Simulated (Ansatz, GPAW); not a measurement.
## Work function of a 3-layer slab of Na(100) at several levels

Aim: the work function of both faces of a 3-layer slab of Na(100), and its spread over functionals and bases.

Calculated with GPAW 26.7.0 and Ansatz 0.2.0; Ansatz plane waves; slab in vacuum with a dipole correction, relaxation, in the first sound run; inputs show where later runs differ.

### Step 1. The structure

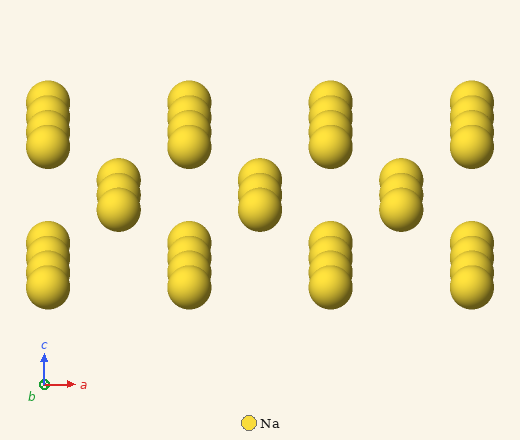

The starting structure, seen nearly edge on (sodium yellow). 3×3×1 cells are drawn. Some periodic images of atoms are drawn too.

The cell holds 3 atoms: 3 Na. Its edges and angles: a = 4.230 Å, b = 4.230 Å, c = 20.230 Å, α = 90.0°, β = 90.0°, γ = 90.0°. Vacuum lies along c.

Coordinates:

```cif
data_structure
_symmetry_space_group_name_H-M 'P 1'
_symmetry_Int_Tables_number 1
_cell_length_a 4.2300
_cell_length_b 4.2300
_cell_length_c 20.2300
_cell_angle_alpha 90.000
_cell_angle_beta 90.000
_cell_angle_gamma 90.000
_cell_volume 361.97
loop_
_atom_site_label
_atom_site_type_symbol
_atom_site_fract_x
_atom_site_fract_y
_atom_site_fract_z
_atom_site_occupancy
Na1 Na 0.00000 0.00000 0.39545 1
Na2 Na 0.50000 0.50000 0.50000 1
Na3 Na 0.00000 0.00000 0.60455 1
```

### Step 2. Relaxation

The atoms are relaxed first, since the surface dipole, and with it the work function, follows the positions of the outer layers. The lowest 1 atoms are held at bulk positions and keep their forces.

The input, input.yaml:

```yaml
crystal:
  lattice:
    - [4.23, 0.0, 0.0]
    - [0.0, 4.23, 0.0]
    - [0.0, 0.0, 20.23]
  atoms:
    - { symbol: Na, position: [0.0, 0.0, 0.3954522986] }
    - { symbol: Na, position: [0.5, 0.5, 0.5] }
    - { symbol: Na, position: [0.0, 0.0, 0.6045477014] }
kpoints:
  mp_grid: { grid: [8, 8, 1] }
hamiltonian:
  xc: pbe
scf:
  occupations: { method: fermi_dirac, width: 0.1 }
efield:
  axis: 3
  dipole_correction: true
  ramp_width: 0.05
relax:
  f_tol: 0.02
  max_steps: 60
  constraints: [{ sites: [0] }]
output:
  write_potential: true
  write_density: true
  volumetric_format: npy
```

On the command line:

```
$ ansatz run input.yaml --threads 2 --pin off --max-ram 4096MiB --backend cpu --events-out ev --progress --plain --runs-dir out
```

Numbers of over 12 decimals in the logs are rounded to 6 here.

What it wrote:

```text
Engine: ansatz 0.2.0, aarch64-unknown-linux-gnu
Pseudopotentials: kind: paw
Pseudopotential: Na, paw, valence charge 9, recommended cutoff 420 eV (normal), Na.paw.azcp
Functional definition: PBE
  parameter kappa = 0.804
  parameter beta = 0.066725
  exchange = pbe_x(kappa = kappa, mu = beta*pi^2/3)
  correlation = pbe_c(beta = beta)
Crystal: 3 atoms, lattice volume = 361.973 Å³
Basis set: ecut = 420 eV, 6999 PW (Γ), exchange–correlation on 60×60×288 points (8 copies of the dense FFT grid, shifted against one another)
Bands: 18, of which v1, the nominal top of the filled ones, is band 14 counted from 1 (13 counted from 0)
Symmetry: 8 space group operations
k-points: 15 of 64
Non-local potential: Na, projectors of the file, l = 0: 3, l = 1: 2, l = 2: 1
PAW form: soft (Blöchl's): semilocal exchange-correlation on the pseudo side does not see the compensation charge
PAW one-centre angular grid: Na, 110 points (default); XC on 64 Gauss nodes
Initial density: superposition of atomic densities (neutral atoms: chi_scale 0, normalization atom), corrected by the library's trained network
Initial wavefunctions: pseudopotential atomic-orbital guess
Functional: x = pbe(κ = 0.804, μ = 0.219515), c = pbe(β = 0.066725)
SCF iter   1: F=—  HF=-4458.802206 eV  |F-HF|=—  |Δ(HF+E_count)|=         —  Δρ=8.39e-4  dr2=3.14e-2  ethr=1.77e-3  p=0.000 e·Å  D=3.16e-14 V/Å  ΔV_dip=-0.00 eV  dr2_dipole=2.04e-11  V_vac-E_F(+/−)=2.49/2.49 eV  ⟨swp⟩=6.0  Hψ=1322  notcnv=0
efield: sawtooth ramp at fractional position 0.9750 (placed from the atoms, in the widest stretch of the axis that holds none; the zero of the levels goes with the place), width 0.0500; the density the first Hamiltonian is built on has a dipole p = 0.000 e·Å; the dipole correction subtracts the counter field D = 3.16e-14 V/Å, which shifts the + side's vacuum level by -0.00 eV against the − side's; the planar-averaged density in the ramp window peaks in size at 9.6e-6 e/Å³
preconditioner: auto → LDOS  [metal: Δε(μ)=0.078 eV  Ē_g=2.970 eV  σ=0.100 eV  W_gap=0.19  n_scr=38 (ndim 8)  ℏωp=3.4 eV  f_vac=0.587  D(μ)=1.74/eV (n_scr^D=6)  β→1.0]
SCF iter   2: F=—  HF=-4458.795756 eV  |F-HF|=—  |Δ(HF+E_count)|=   6.45e-3  Δρ=3.36e-4  dr2=3.94e-4  ethr=1.16e-4  p=0.000 e·Å  D=2.71e-7 V/Å  ΔV_dip=-0.00 eV  dr2_dipole=4.21e-10  V_vac-E_F(+/−)=2.64/2.64 eV  ⟨swp⟩=2.0  Hψ=429  notcnv=0
SCF iter   3: F=—  HF=-4458.795893 eV  |F-HF|=—  |Δ(HF+E_count)|=   1.37e-4  Δρ=1.98e-4  dr2=1.10e-4  ethr=1.46e-6  p=-0.000 e·Å  D=-7.76e-7 V/Å  ΔV_dip=0.00 eV  dr2_dipole=2.11e-10  V_vac-E_F(+/−)=2.64/2.64 eV  ⟨swp⟩=2.0  Hψ=495  notcnv=0
SCF iter   4: F=—  HF=-4458.795852 eV  |F-HF|=—  |Δ(HF+E_count)|=   4.07e-5  Δρ=3.34e-5  dr2=2.36e-5  ethr=4.06e-7  p=-0.000 e·Å  D=-5.58e-7 V/Å  ΔV_dip=0.00 eV  dr2_dipole=4.26e-11  V_vac-E_F(+/−)=2.64/2.64 eV  ⟨swp⟩=2.0  Hψ=430  notcnv=0
iter 5 did not close the SCF: its close was put off for the readings that it lacked (scf_convergence_deferred on its scf_iter line)
SCF iter   5: F=-4458.795853 eV  HF=-4458.795853 eV  |F-HF|=1.50e-7  |Δ(HF+E_count)|=   9.37e-7  Δρ=9.97e-6  dr2=8.40e-7  ethr=8.76e-8  p=-0.000 e·Å  D=-5.03e-8 V/Å  ΔV_dip=0.00 eV  dr2_dipole=9.39e-13  V_vac-E_F(+/−)=2.64/2.64 eV  ⟨swp⟩=1.9  Hψ=298  notcnv=0
SCF iter   6: F=-4458.795854 eV  HF=-4458.795854 eV  |F-HF|=7.79e-9  |Δ(HF+E_count)|=   3.03e-7  Δρ=1.78e-6  dr2=3.89e-8  ethr=3.11e-9  p=0.000 e·Å  D=6.04e-8 V/Å  ΔV_dip=-0.00 eV  dr2_dipole=4.11e-13  V_vac-E_F(+/−)=2.64/2.64 eV  ⟨swp⟩=5.8  Hψ=1674  notcnv=0
SCF 1 converged in 6 iterations: F = -4458.795854 eV  dr2 = 3.89e-8
  greatest PAW one-centre occupation: 0.999 electrons in one spin orbital (limit 2), on the Na atom at site 2 (counted from 0), in its partial waves of l = 0
relax step   1: F+E_penalty+E_count = -4458.79585364 eV  Δ(F+E_penalty+E_count) = +0.000e0 eV  max|allowed force component| = 2.834e-2 eV/Å  Δτ_max = 0.0000 Å  (6 SCF iters, dr2 threshold 1.00e-5 eV, accepted)
Initial density: handed on by an earlier stage of this run
Initial wavefunctions: those handed on with the density
iter 1 solved again at ethr=5.88e-7 eV; its pass at ethr=3.10e-3 eV (dr2=1.59e-4 eV) is discarded
SCF iter   1: F=—  HF=-4458.796425 eV  |F-HF|=—  |Δ(HF+E_count)|=         —  Δρ=5.36e-5  dr2=1.38e-4  ethr=5.88e-7  p=0.000 e·Å  D=6.36e-7 V/Å  ΔV_dip=-0.00 eV  dr2_dipole=4.05e-5  V_vac-E_F(+/−)=2.64/2.64 eV  ⟨swp⟩=2.3  Hψ=996  notcnv=0
efield: sawtooth ramp at fractional position 0.9750 (handed on by an earlier solve), width 0.0500; the density the first Hamiltonian is built on has a dipole p = 0.000 e·Å; the dipole correction subtracts the counter field D = 6.36e-7 V/Å, which shifts the + side's vacuum level by -0.00 eV against the − side's; the planar-averaged density in the ramp window peaks in size at 8.7e-6 e/Å³
preconditioner: auto → LDOS  [metal: Δε(μ)=0.098 eV  Ē_g=3.003 eV  σ=0.100 eV  W_gap=0.24  n_scr=38 (ndim 8)  ℏωp=3.4 eV  f_vac=0.591  D(μ)=1.67/eV (n_scr^D=4)  β→1.0]
SCF iter   2: F=—  HF=-4458.796408 eV  |F-HF|=—  |Δ(HF+E_count)|=   1.66e-5  Δρ=1.21e-5  dr2=1.98e-6  ethr=5.12e-7  p=0.000 e·Å  D=1.95e-4 V/Å  ΔV_dip=-0.00 eV  dr2_dipole=2.37e-8  V_vac-E_F(+/−)=2.63/2.64 eV  ⟨swp⟩=1.3  Hψ=274  notcnv=0
SCF iter   3: F=—  HF=-4458.796323 eV  |F-HF|=—  |Δ(HF+E_count)|=   8.52e-5  Δρ=4.13e-6  dr2=2.42e-7  ethr=3.70e-10  p=0.000 e·Å  D=6.78e-5 V/Å  ΔV_dip=-0.00 eV  dr2_dipole=2.09e-9  V_vac-E_F(+/−)=2.64/2.64 eV  ⟨swp⟩=8.9  Hψ=1697  notcnv=0
SCF iter   4: F=-4458.796323 eV  HF=-4458.796323 eV  |F-HF|=1.57e-8  |Δ(HF+E_count)|=   1.31e-7  Δρ=1.99e-6  dr2=2.51e-8  ethr=3.70e-10  p=0.000 e·Å  D=1.94e-5 V/Å  ΔV_dip=-0.00 eV  dr2_dipole=4.25e-9  V_vac-E_F(+/−)=2.64/2.64 eV  ⟨swp⟩=7.9  Hψ=1547  notcnv=0
SCF 2 converged in 4 iterations: F = -4458.796323 eV  dr2 = 2.51e-8
  greatest PAW one-centre occupation: 0.999 electrons in one spin orbital (limit 2), on the Na atom at site 0 (counted from 0), in its partial waves of l = 0
relax step   2: F+E_penalty+E_count = -4458.79632335 eV  Δ(F+E_penalty+E_count) = -4.697e-4 eV  max|allowed force component| = 2.478e-2 eV/Å  Δτ_max = 0.0177 Å  (4 SCF iters, accepted)
SCF iter   1: F=—  HF=-4458.797721 eV  |F-HF|=—  |Δ(HF+E_count)|=         —  Δρ=2.35e-4  dr2=3.76e-3  ethr=8.27e-5  p=0.000 e·Å  D=2.10e-5 V/Å  ΔV_dip=-0.00 eV  dr2_dipole=1.43e-3  V_vac-E_F(+/−)=2.64/2.64 eV  ⟨swp⟩=3.8  Hψ=787  notcnv=0
efield: sawtooth ramp at fractional position 0.9750 (handed on by an earlier solve), width 0.0500; the density the first Hamiltonian is built on has a dipole p = 0.000 e·Å; the dipole correction subtracts the counter field D = 2.10e-5 V/Å, which shifts the + side's vacuum level by -0.00 eV against the − side's; the planar-averaged density in the ramp window peaks in size at 7.9e-6 e/Å³
preconditioner: auto → LDOS  [metal: Δε(μ)=0.071 eV  Ē_g=3.005 eV  σ=0.100 eV  W_gap=0.17  n_scr=38 (ndim 8)  ℏωp=3.4 eV  f_vac=0.595  D(μ)=1.62/eV (n_scr^D=4)  β→1.0]
SCF iter   2: F=—  HF=-4458.797664 eV  |F-HF|=—  |Δ(HF+E_count)|=   5.79e-5  Δρ=6.93e-5  dr2=3.54e-4  ethr=1.39e-5  p=0.004 e·Å  D=1.75e-3 V/Å  ΔV_dip=-0.04 eV  dr2_dipole=1.82e-4  V_vac-E_F(+/−)=2.63/2.66 eV  ⟨swp⟩=1.0  Hψ=390  notcnv=0
SCF iter   3: F=—  HF=-4458.797637 eV  |F-HF|=—  |Δ(HF+E_count)|=   2.68e-5  Δρ=2.48e-5  dr2=9.52e-6  ethr=1.31e-6  p=0.001 e·Å  D=4.86e-4 V/Å  ΔV_dip=-0.01 eV  dr2_dipole=2.95e-6  V_vac-E_F(+/−)=2.64/2.65 eV  ⟨swp⟩=1.0  Hψ=270  notcnv=0
SCF iter   4: F=—  HF=-4458.797584 eV  |F-HF|=—  |Δ(HF+E_count)|=   5.28e-5  Δρ=7.12e-6  dr2=4.34e-7  ethr=3.53e-8  p=0.000 e·Å  D=4.46e-5 V/Å  ΔV_dip=-0.00 eV  dr2_dipole=2.02e-8  V_vac-E_F(+/−)=2.65/2.65 eV  ⟨swp⟩=1.9  Hψ=303  notcnv=0
SCF iter   5: F=—  HF=-4458.797584 eV  |F-HF|=—  |Δ(HF+E_count)|=   2.15e-7  Δρ=5.04e-6  dr2=1.26e-7  ethr=3.70e-10  p=-0.000 e·Å  D=-9.32e-6 V/Å  ΔV_dip=0.00 eV  dr2_dipole=1.84e-8  V_vac-E_F(+/−)=2.65/2.65 eV  ⟨swp⟩=8.3  Hψ=1637  notcnv=0
SCF iter   6: F=-4458.797584 eV  HF=-4458.797584 eV  |F-HF|=6.99e-9  |Δ(HF+E_count)|=   1.69e-8  Δρ=1.41e-6  dr2=1.12e-8  ethr=3.70e-10  p=-0.000 e·Å  D=-1.75e-5 V/Å  ΔV_dip=0.00 eV  dr2_dipole=7.14e-10  V_vac-E_F(+/−)=2.65/2.65 eV  ⟨swp⟩=7.9  Hψ=1609  notcnv=0
SCF 3 converged in 6 iterations: F = -4458.797584 eV  dr2 = 1.12e-8
relax step   3: F+E_penalty+E_count = -4458.79758419 eV  Δ(F+E_penalty+E_count) = -1.261e-3 eV  max|allowed force component| = 8.663e-3 eV/Å  Δτ_max = 0.0721 Å  (6 SCF iters, accepted)
SCF iter   1: F=—  HF=-4458.797966 eV  |F-HF|=—  |Δ(HF+E_count)|=         —  Δρ=1.71e-4  dr2=1.99e-3  ethr=7.45e-5  p=-0.000 e·Å  D=-1.77e-5 V/Å  ΔV_dip=0.00 eV  dr2_dipole=7.31e-4  V_vac-E_F(+/−)=2.65/2.65 eV  ⟨swp⟩=3.0  Hψ=668  notcnv=0
efield: sawtooth ramp at fractional position 0.9750 (handed on by an earlier solve), width 0.0500; the density the first Hamiltonian is built on has a dipole p = -0.000 e·Å; the dipole correction subtracts the counter field D = -1.77e-5 V/Å, which shifts the + side's vacuum level by +0.00 eV against the − side's; the planar-averaged density in the ramp window peaks in size at 6.0e-6 e/Å³
preconditioner: auto → LDOS  [metal: Δε(μ)=0.090 eV  Ē_g=3.017 eV  σ=0.100 eV  W_gap=0.22  n_scr=38 (ndim 8)  ℏωp=3.4 eV  f_vac=0.597  D(μ)=1.60/eV (n_scr^D=4)  β→1.0]
SCF iter   2: F=—  HF=-4458.797881 eV  |F-HF|=—  |Δ(HF+E_count)|=   8.46e-5  Δρ=4.15e-5  dr2=7.11e-5  ethr=7.38e-6  p=0.002 e·Å  D=1.13e-3 V/Å  ΔV_dip=-0.02 eV  dr2_dipole=3.55e-5  V_vac-E_F(+/−)=2.64/2.66 eV  ⟨swp⟩=1.0  Hψ=390  notcnv=0
SCF iter   3: F=—  HF=-4458.797812 eV  |F-HF|=—  |Δ(HF+E_count)|=   6.90e-5  Δρ=1.50e-5  dr2=2.29e-6  ethr=2.63e-7  p=0.001 e·Å  D=3.16e-4 V/Å  ΔV_dip=-0.01 eV  dr2_dipole=1.24e-8  V_vac-E_F(+/−)=2.65/2.65 eV  ⟨swp⟩=1.6  Hψ=281  notcnv=0
SCF iter   4: F=—  HF=-4458.797815 eV  |F-HF|=—  |Δ(HF+E_count)|=   2.10e-6  Δρ=5.46e-6  dr2=1.71e-7  ethr=3.70e-10  p=0.000 e·Å  D=1.04e-4 V/Å  ΔV_dip=-0.00 eV  dr2_dipole=1.12e-8  V_vac-E_F(+/−)=2.65/2.65 eV  ⟨swp⟩=8.8  Hψ=1762  notcnv=0
SCF iter   5: F=-4458.797815 eV  HF=-4458.797815 eV  |F-HF|=3.74e-8  |Δ(HF+E_count)|=   1.13e-7  Δρ=3.85e-6  dr2=4.13e-8  ethr=3.70e-10  p=0.000 e·Å  D=3.65e-5 V/Å  ΔV_dip=-0.00 eV  dr2_dipole=6.14e-10  V_vac-E_F(+/−)=2.65/2.65 eV  ⟨swp⟩=7.9  Hψ=1570  notcnv=0
SCF 4 converged in 5 iterations: F = -4458.797815 eV  dr2 = 4.13e-8
relax step   4: F+E_penalty+E_count = -4458.79781463 eV  Δ(F+E_penalty+E_count) = -2.304e-4 eV  max|allowed force component| = 1.904e-3 eV/Å  Δτ_max = 0.0486 Å  (5 SCF iters, accepted)
NSCF: frozen V_eff on 15 k-points
the band table was solved once a step of the walk had ended and its energy, with any forces and stress, was formed, with the checks that follow a solve (2013 applications of the Hamiltonian). They found nothing against the state; the energy, forces and stress were not computed again (output.eigenvalues in the input reference)
WARN: The output density's exchange-correlation potential varies sharply where the density is thin. Do not read a vacuum level from v_tot or v_xc, or from such a field of the output density. On a cell that repeats whose density bears no net charge and no dipole along the vacuum's axis use v_es (v_loc + v_h of the components); under efield.dipole_correction with no amplitude use v_es + v_field, which holds any externa [...]
SCF converged after 5 iterations
Free energy (F): -4458.797815 eV
Harris-Foulkes:  -4458.797815 eV  (|F-HF|=3.74e-8)
Internal energy: -4458.747107 eV  (E = F + TS)
E sigma→0 (E₀):  -4458.772461 eV
Entropy (-TS):   -0.050708 eV (-16.903 meV/atom)
Fermi energy:    -1.240794 eV
Dipole field:    D = 0.000061 V/Å  (p = 0.000123 e·Å, saw-weighted, corrected)
Work function:   Φ+ = 2.6515 eV   Φ− = 2.6528 eV
Levels:          The Fermi level and band energies are counted from a zero that moves with the ramp; work functions are not
--- Per-component energies (eV) ---
  E_band       = -808.572257
  E_kinetic    = 359.736474
  E_local      = -10626.024611  (includes V_loc(G=0)·N_el)
  E_nonlocal   = 345.151434
  E_hartree    = 4689.588009
  E_xc         = -114.218347
  E_vxc        = -146.721905  (∫ρ·V_xc dr)
  E_paw        = -789.531914  (= ΣΔE_a)
  E_vpaw       = -119.907710  (= ΣTr[D̂ρ^β])
  E_aug_tail   = -0.000096  (compensation charges beyond the density's cutoff)
  E_efield     = 0.000000  (sawtooth field / dipole correction)
  E_vefield    = 0.000116  (∫n·V_field dr)
  E_ewald      = 1676.551944
  E_smearing   = -0.050708  (= −TS)
  E_closure    = 0.000000  (closes the sum)
  Σ components = -4458.797815   (vs F -4458.797815, Δ=0.00e0)
--- Forces (eV/Å), atoms counted from 1 ---
  atom   1  Na     0.00000000     0.00000000    -0.00174379
  atom   2  Na    -0.00000000     0.00000000     0.00190351
  atom   3  Na     0.00000000     0.00000000    -0.00016684
  max |Σ_I F_I| component: 7.12e-6 eV/Å
--- Band table (eV; the first three rows and the last of 15) ---
  k-point 0: bands = [... 10 lower, -26.1121, -26.1121, -3.9579, -2.4818, -0.8025, 0.5958, 1.2042, 2.3149]
  k-point 1: bands = [... 10 lower, -26.1128, -26.1120, -3.8233, -2.3494, -0.6742, 0.7231, 1.3325, 2.2505]
  k-point 2: bands = [... 10 lower, -26.1145, -26.1120, -3.4214, -1.9537, -0.2929, 0.7060, 1.0974, 1.7361]
  k-point 14: bands = [... 10 lower, -26.1163, -26.1163, -0.0302, -0.0302, 0.3247, 0.6819, 1.4028, 1.4028]
--- Relaxed structure (4 steps of the walk, 4 accepted, 0 SCFs on fresh bases) ---
  F+E_penalty+E_count = -4458.79781463 eV   max|allowed force component| = 1.904e-3 eV/Å
  atoms:
    - { symbol: Na, position: [0.0, 0.0, 0.395452] }
    - { symbol: Na, position: [0.5, 0.5, 0.496441] }
    - { symbol: Na, position: [0, 0.0, 0.597711] }
```

Run time: 37 s. Hardware: 2 threads of Arm Neoverse N1, shared host; peak memory 0.46 GiB.

The steps of the relaxation:

| step | energy less that of the first step (eV) | largest force component (eV/Å) |
| --- | --- | --- |
| 1 | 0.0000 | 0.0283 |
| 2 | -0.0005 | 0.0248 |
| 3 | -0.0017 | 0.0087 |
| 4 | -0.0020 | 0.0019 |

The run keeps the 8 symmetry operations that it works with, so distortions that break them were not tested.

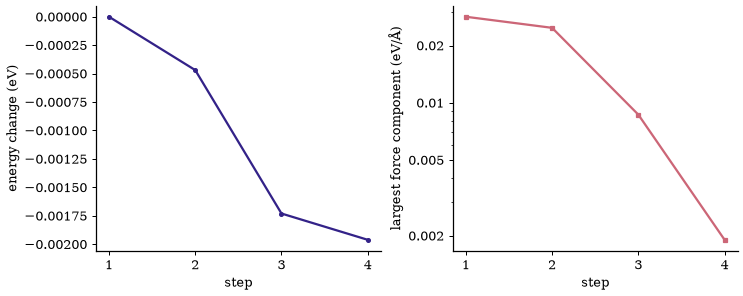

Energy and largest force along the relaxation.

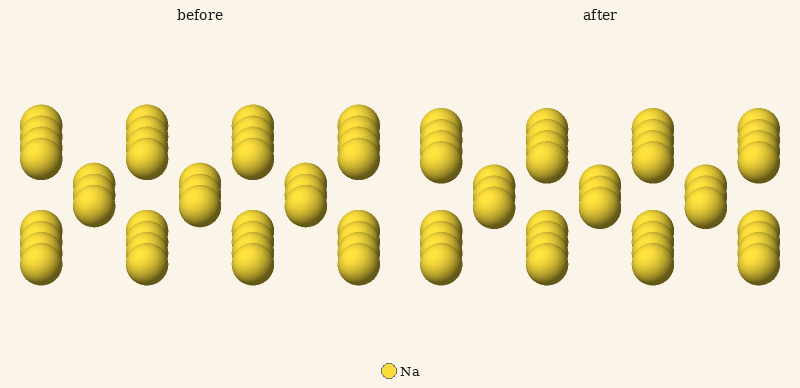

The structure before and after the relaxation, drawn at the same scale.

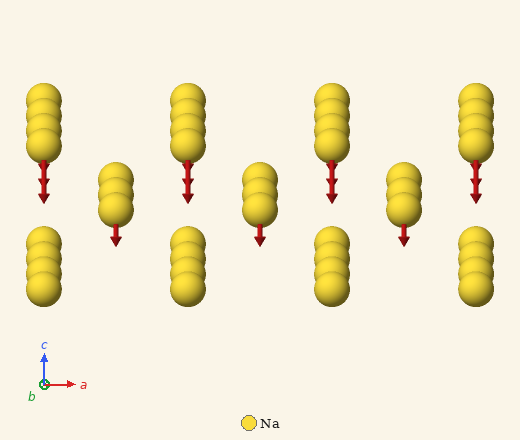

Displacements in the relaxation, exaggerated; the longest in the cell stands for 0.14 Å. 3×3×1 cells are drawn. Some periodic images of atoms are drawn too.

The atoms that moved most (Å):

| atom | dx | dy | dz | length |
| --- | --- | --- | --- | --- |
| Na3 | 0.000 | 0.000 | -0.138 | 0.138 |
| Na2 | 0.000 | 0.000 | -0.072 | 0.072 |

Final coordinates:

```
Na
1.0
     4.23000    0.00000    0.00000
     0.00000    4.23000    0.00000
     0.00000    0.00000   20.23000
Na
3
Direct
  0.00000 0.00000 0.39545
  0.50000 0.50000 0.49644
  0.00000 0.00000 0.59771
```

This step gave:

| Item | Value |
| --- | --- |
| free energy | -4458.7978 eV |
| smearing term TS | 0.05071 eV |
| symmetry operations | 8 |
| upper work function | 2.652 eV |
| lower work function | 2.653 eV |
| dipole along the normal | 1.23e-4 e·Å |
| dipole field | 6.13e-5 V/Å |
| vacuum level above | 1.411 eV |
| vacuum level below | 1.412 eV |

Table of electrostatic potential energy of an electron (with the applied field's), less the Fermi level, planar mean by z:

| z (Å) | electrostatic potential energy of an electron (with the applied field's), less the Fermi level, planar mean (eV) |
| --- | --- |
| 0 | 2.65 |
| 2 | 2.65 |
| 4 | 2.65 |
| 6 | 2.40 |
| 8 | -3.54 |
| 10 | -3.30 |
| 12 | -3.34 |
| 14 | 2.35 |
| 16 | 2.64 |
| 18 | 2.65 |
| 20 | 2.65 |

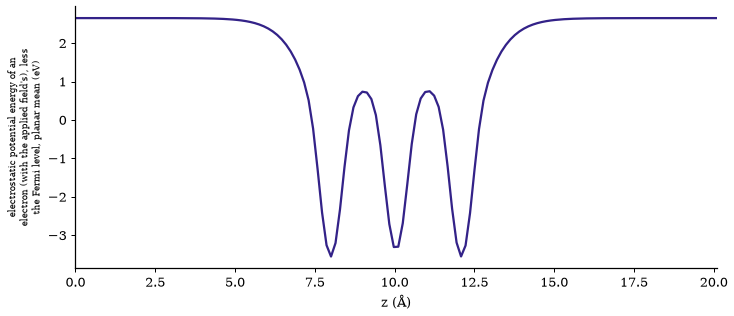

Electrostatic potential energy of an electron (with the applied field's), less the Fermi level, planar mean, plotted against z.

The valence density, planar mean oscillates, so the rows of the table below give means over windows of 2 Å about each position, cut where the curve ends. Its maxima inside the range that stand out by 2 % of the span (Å: e/Å³): 8.0: 0.650, 10.0: 0.638, 12.1: 0.650. Its minima: 9.0: 0.0374, 11.1: 0.0372.

Valence density, planar mean against z; means over each step:

| z (Å) | valence density, planar mean (e/Å³) |
| --- | --- |
| 2 | 5.0e-6 |
| 4 | 2.1e-4 |
| 6 | 0.00537 |
| 8 | 0.245 |
| 10 | 0.251 |
| 12 | 0.246 |
| 14 | 0.00629 |
| 16 | 2.5e-4 |
| 18 | 6.0e-6 |

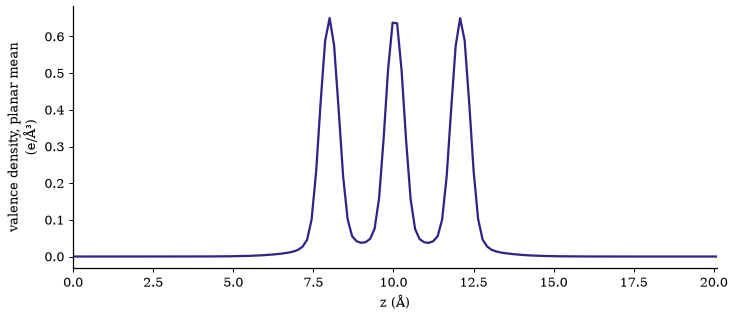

Valence density, planar mean against z.

The relaxation lowered the energy of the cell by 0.00196 eV.

(Continued in part 2 of 3.)

[Logs are printed without paths, hosts, clocks, repeated set-up lines and the standing remarks that a program may print on its own settings, such as how far it seeks lower states.]

[Hosts, paths, dates, database ids (printed as entryN), source tags and the programs' standing remarks are cut or masked in the printed files.]
